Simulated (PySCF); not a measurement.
C6H11NOSi: NMR shielding calculation

C6H11NOSi, computed with GIAO PBE0/pcSseg-1 NMR shielding, non-relativistic, gas phase (PySCF 2.14.0).

The geometry comes from this level: GFN2-xTB. It belongs to a series of runs on one base structure; here: CH2 inserted into a C-O bond. Figures and captions count atoms from 1; the log counts them from 0 in places.

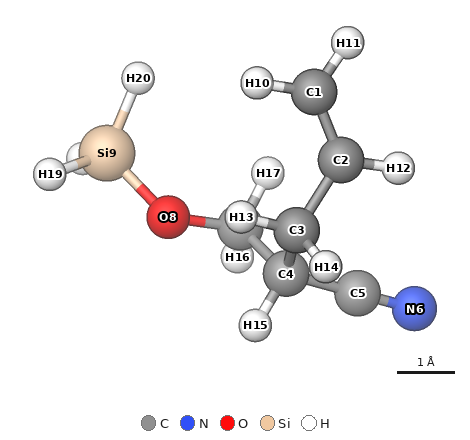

Figure 1. The input geometry (ball-and-stick view, seen at a tilt; atoms are numbered from 1 in the order of the input). Bond lengths as drawn: C–C 1.32 to 1.54 Å, C–H 1.08 to 1.10 Å, C–N 1.14 Å, C–O 1.39 Å, H–Si 1.45 to 1.47 Å and O–Si 1.62 Å.

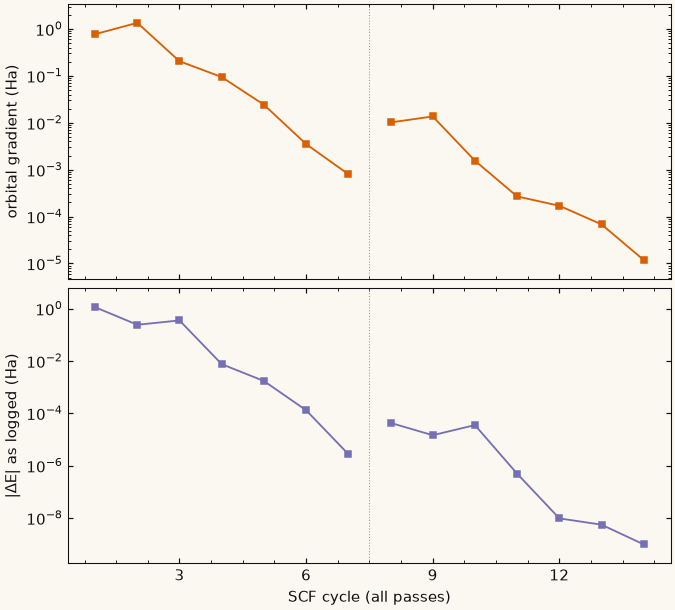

Figure 2. Convergence of the self-consistent field: orbital gradient and size of the energy change against the SCF cycle. The dotted line marks the change from a coarse to the final integration grid. The first 7 cycles use a coarse grid, the final grid takes over at cycle 8, and the field converges after 14 cycles in all.

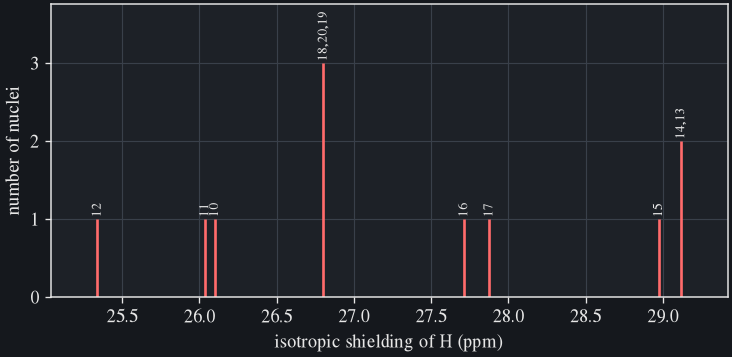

Figure 3. Isotropic shieldings of the hydrogen nuclei in this fixed geometry, labelled by atom number; shielding grows to the right, so chemical shift grows to the left. The least shielded is H12 (25.3 ppm), the most shielded H13 (29.1 ppm).

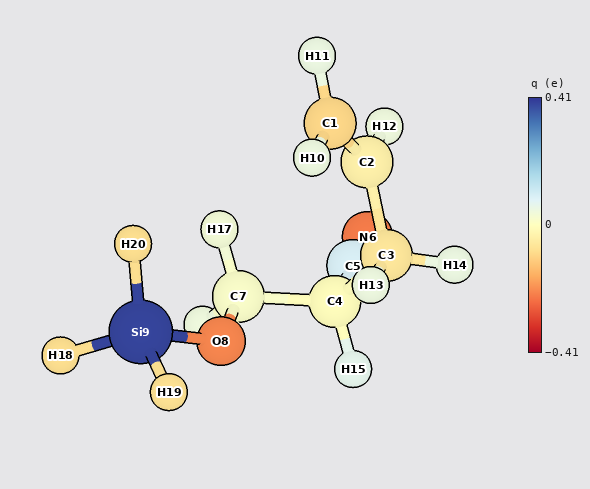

Figure 4. Hirshfeld charges, as the colour of each atom (ball-and-stick view, seen at a tilt; atoms are numbered from 1 in the order of the input). By element: C −0.09 to +0.09, N −0.23, O −0.21, Si +0.39 and H −0.08 to +0.06 e.

These pictures come from the run below.

The input
```
{"job": {"kind": "nmr", "xc": "PBE0", "basis": "pcSseg-1"}, "charge": 0, "multiplicity": 1}
C     -1.760564     1.017612     1.281761
C     -1.852067     0.590943     0.036484
C     -0.858028     0.914603    -1.034566
C     -0.122421    -0.348049    -1.531450
C     -1.058749    -1.312461    -2.053410
N     -1.806490    -2.072511    -2.465861
C      0.708115    -0.980640    -0.402074
O      1.715992    -0.095464    -0.033040
Si     2.544187    -0.001918     1.358629
H     -0.947230     1.647336     1.605503
H     -2.495072     0.763353     2.026817
H     -2.671825    -0.046305    -0.270867
H     -0.108390     1.610843    -0.655192
H     -1.372123     1.375280    -1.882955
H      0.563347    -0.065534    -2.339723
H      1.154592    -1.922263    -0.748559
H      0.054333    -1.203660     0.449696
H      3.354745    -1.202095     1.577703
H      3.319578     1.190556     1.062672
H      1.632920     0.151053     2.496611
```

The first line tells a small driver script what to run in PySCF; the rest is the geometry in Å.

Launched with:
```bash
OMP_NUM_THREADS=1 python <driver script> task.json out
```

The program's output
```
coarse grid: 17112 points
cycle   1  E = -653.9101979159  dE =  1.130e+00  |g| = 7.732e-01  |ddm| = 4.005e+00
cycle   2  E = -653.6693708772  dE =  2.408e-01  |g| = 1.350e+00  |ddm| = 1.876e+00
cycle   3  E = -654.0210511105  dE = -3.517e-01  |g| = 2.048e-01  |ddm| = 1.316e+00
cycle   4  E = -654.0285695019  dE = -7.518e-03  |g| = 9.426e-02  |ddm| = 1.886e-01
cycle   5  E = -654.0302756957  dE = -1.706e-03  |g| = 2.426e-02  |ddm| = 8.303e-02
cycle   6  E = -654.0304059179  dE = -1.302e-04  |g| = 3.513e-03  |ddm| = 2.430e-02
cycle   7  E = -654.0304086576  dE = -2.740e-06  |g| = 8.008e-04  |ddm| = 3.973e-03
final grid: 160472 points
cycle   8  E = -654.0941639778  dE = -4.281e-05  |g| = 1.015e-02  |ddm| = 3.772e-02
cycle   9  E = -654.0941495369  dE =  1.444e-05  |g| = 1.363e-02  |ddm| = 1.828e-02
cycle  10  E = -654.0941847528  dE = -3.522e-05  |g| = 1.553e-03  |ddm| = 1.120e-02
cycle  11  E = -654.0941852417  dE = -4.890e-07  |g| = 2.686e-04  |ddm| = 1.480e-03
cycle  12  E = -654.0941852513  dE = -9.581e-09  |g| = 1.701e-04  |ddm| = 3.115e-04
cycle  13  E = -654.0941852568  dE = -5.497e-09  |g| = 6.815e-05  |ddm| = 1.528e-04
cycle  14  E = -654.0941852578  dE = -9.677e-10  |g| = 1.183e-05  |ddm| = 5.880e-05
converged SCF energy = -654.0941852578

GIAO shielding tensors (ppm)
atom      isotropic    diamagn.    paramagn.     s11        s22        s33       span
  0 C       58.754     255.332    -196.578    -58.306     76.855    157.712    216.019
  1 C       44.753     259.092    -214.339    -75.724     46.843    163.139    238.863
  2 C      150.647     247.356     -96.709    137.900    148.087    165.953     28.053
  3 C      155.149     249.810     -94.661    145.099    151.391    168.957     23.858
  4 C       63.050     261.554    -198.504    -56.305    -48.935    294.390    350.695
  5 N      -35.958     340.626    -376.584   -202.917   -199.945    294.987    497.904
  6 C      121.196     244.482    -123.286     92.429    106.634    164.526     72.097
  7 O      325.712     399.007     -73.295    279.219    344.948    352.968     73.749
  8 Si     384.238     880.587    -496.350    339.388    344.644    468.681    129.292
  9 H       26.098      32.858      -6.759     21.939     26.231     30.126      8.186
 10 H       26.035      29.777      -3.742     22.797     25.379     29.929      7.132
 11 H       25.339      32.295      -6.956     22.476     24.889     28.654      6.178
 12 H       29.121      32.454      -3.333     25.909     28.568     32.886      6.977
 13 H       29.112      29.817      -0.705     24.944     27.353     35.039     10.095
 14 H       28.973      29.912      -0.939     25.035     27.616     34.268      9.233
 15 H       27.712      30.005      -2.293     22.246     28.494     32.397     10.151
 16 H       27.875      32.481      -4.606     25.114     27.944     30.567      5.454
 17 H       26.786      28.923      -2.138     23.297     24.764     32.296      9.000
 18 H       26.819      29.691      -2.871     23.052     25.016     32.391      9.339
 19 H       26.800      30.587      -3.788     22.883     26.431     31.086      8.203
```

Results in brief

- outcome: converged
- total energy: −654.094185 hartree
- HOMO: −7.90 eV
- LUMO: −0.19 eV
- dipole moment: 3.44 D
- isotropic shielding, C: 44.8 to 155.1 ppm
- isotropic shielding, N: −36.0 ppm
- isotropic shielding, O: 325.7 ppm
- isotropic shielding, Si: 384.2 ppm
- isotropic shielding, H: 25.3 to 29.1 ppm
- hardware: 1 CPU thread, shared host
- wall time: 40 s
- peak memory: 1 GiB
